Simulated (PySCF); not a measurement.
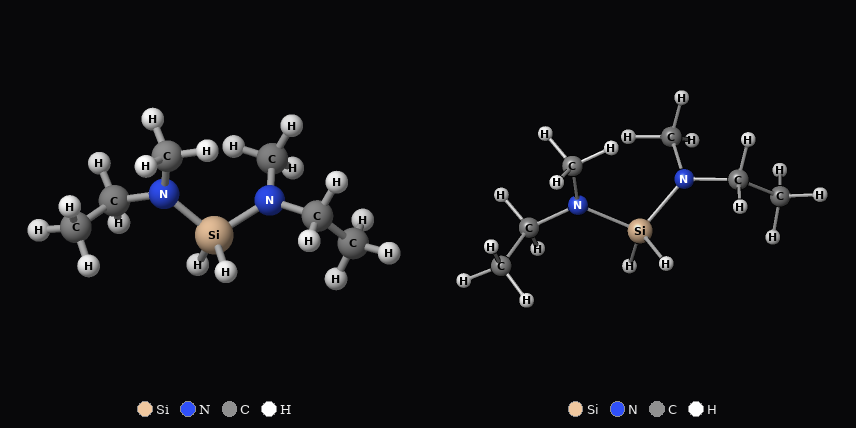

Two views of one molecule.

The computed structure is the end point of a PBE0-D3(BJ)/def2-SVP optimisation. No frequency run is at hand to confirm it as a minimum.

What does the picture show?

It has 27 atoms: 6 carbon, 18 hydrogen, 2 nitrogen and 1 silicon (C6H18N2Si). Its SMILES string is `CCN(C)[SiH2]N(C)CC`. It has no ring. Among its groups: Si–H bond, Si–N bond. Coordination: 1 Si tetrahedral; 2 N trigonal planar; 6 C tetrahedral.

More results for the same structure follow; atom numbers are the same in all pictures, views and colours differ.

## Excitation

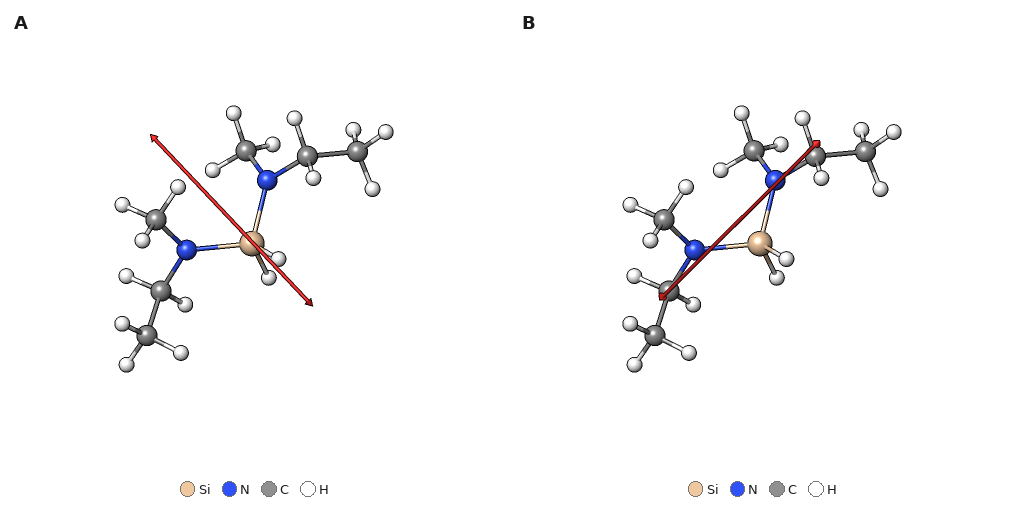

The double arrows show the directions of two transition dipoles from the ground state (lengths mean nothing). No frequency run is at hand to confirm it as a minimum. Properties computed with TDDFT CAM-B3LYP/def2-SVPD, vertical, gas phase, core orbitals frozen in the response (PySCF 2.14.0).

One belongs to singlet state 1 and one to singlet state 3. Which is which?

Answer. A: state 3, 6.51 eV (190 nm), oscillator strength 0.028, of mixed character, with the largest part HOMO → LUMO+1 (weight 0.41).
B: state 1, 6.06 eV (204 nm), oscillator strength 0.028, mainly HOMO → LUMO (weight 0.73).

## Core levels

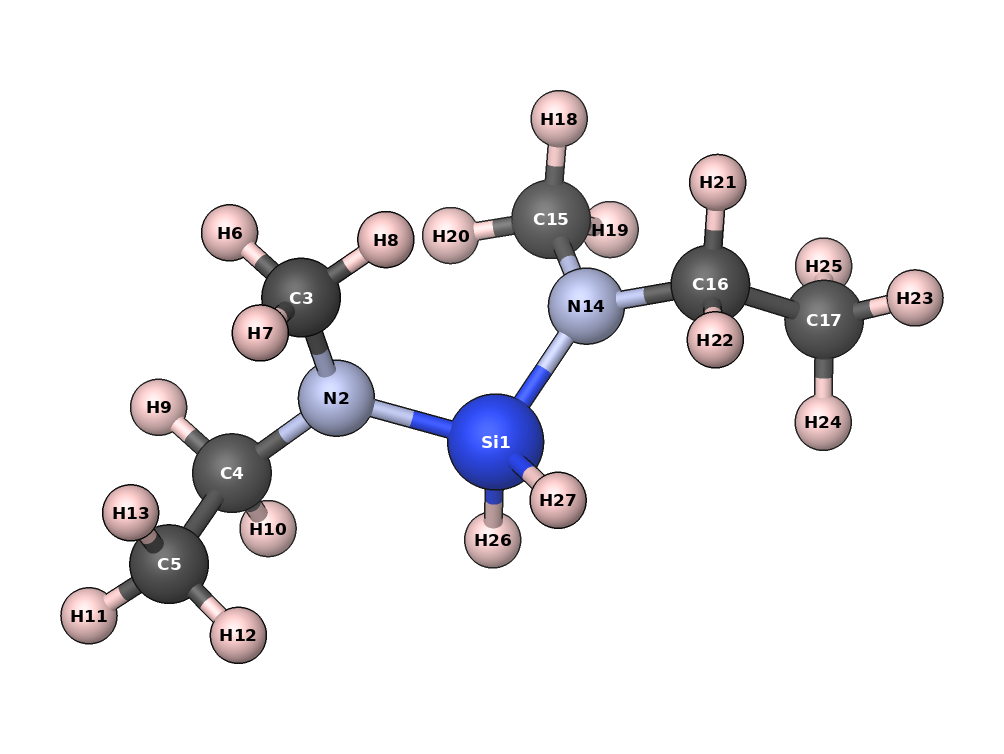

No frequency run is at hand to confirm it as a minimum. Properties computed with delta-SCF UKS SCAN, pcX-2 on the ionised atom (unc-x2c-TZVPall on a metal), pcseg-1 elsewhere, spin-free X2C (PySCF 2.14.0).

Give the core-electron binding energies (to vacuum; p and d levels without spin–orbit splitting) of Si1 1s, Si1 2p, N2 1s, C3 1s, C4 1s, C5 1s.

```
atom  level  binding energy (eV)
 Si1     1s               1846.3
 Si1     2p                106.5
  N2     1s                403.8
  C3     1s                291.1
  C4     1s                291.2
  C5     1s                290.3
```

## Quadrupole coupling

No frequency run is at hand to confirm it as a minimum. Electric field gradients from the ground-state density, PBE0/pcSseg-1 (PySCF 2.14.0), non-relativistic apart from any core potentials.

Give the largest field-gradient component, the quadrupole coupling constant and the asymmetry for 14N at N2 (Q = 20.44 mb), 14N at N14 (Q = 20.44 mb).

```tsv
atom	V_zz (a.u.)	e²qQ/h (MHz)	η
N2	−1.096	−5.26	0.38
N14	−1.097	−5.27	0.38
```
